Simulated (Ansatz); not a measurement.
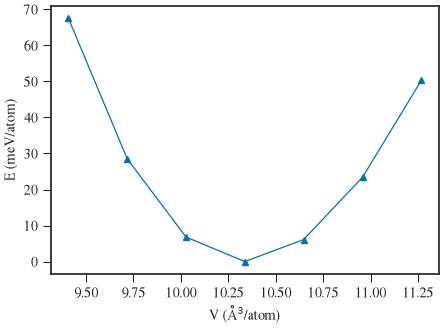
Figure: SiC (zinc blende, F-43m) under volume change, PBEsol in the plane-wave PAW code Ansatz, scaled uniformly.

**Question.** What does a third-order Birch–Murnaghan fit give for V₀, B₀ and B′?

**Answer.** V₀ = 10.34 Å³/atom, B₀ = 221 GPa, B′ = 3.9.

The PBEsol relaxation kept the symmetry of its start.

Potentials: the later of the program's two PAW sets.
